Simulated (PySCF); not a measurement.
Consider C$_{5}$H$_{10}$O (SMILES CCCCC=O).

Input file:

```
{"job": {"xc": "PBE0", "basis": "pcSseg-1", "solvent": "chloroform", "kind": "nmr", "pop": true}, "charge": 0, "multiplicity": 1}
C     -2.151613    -0.458702    -0.812341
C     -0.666456    -0.645465    -0.529420
C     -0.088397     0.530475     0.255668
C      1.404568     0.343779     0.526626
C      2.204149     0.354159    -0.742010
O      3.091353    -0.402645    -1.017123
H     -2.318260     0.436993    -1.406856
H     -2.707351    -0.360208     0.117814
H     -2.546154    -1.311099    -1.359555
H     -0.123449    -0.750586    -1.471782
H     -0.517215    -1.565538     0.039680
H     -0.617749     0.627720     1.205719
H     -0.242252     1.454525    -0.307068
H      1.770507     1.175850     1.136008
H      1.591983    -0.585069     1.067996
H      1.908739     1.164754    -1.440072
```

Launched as:

```sh
OMP_NUM_THREADS=1 python ens_run.py task.json out
```

Geometry: GFN2-xTB.

All numbers below come from PBE0/pcSseg-1, SCF density, in a chloroform solvent model, non-relativistic (PySCF).

Question: What can the converged electron density and electron localisation function tell about the bonding?

Answer: C–C (1.52 Å): ρ at the midpoint is about 1.6 e/Å³; the ELF peaks at about 0.95 between the atoms, as expected for localised, covalent bonding.
C–H (1.09 Å): ρ is about 2 e/Å³ halfway; the ELF climbs to about 1 towards the hydrogen, as it does in any bond to H: a covalent bond by its length.

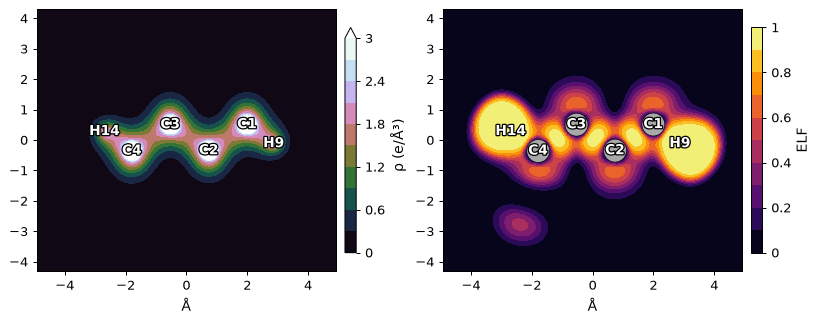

Computed electron density and electron localisation function on the plane of atoms C2, C1 and H9, in this order. Grey discs cover the atomic cores in the ELF map. 
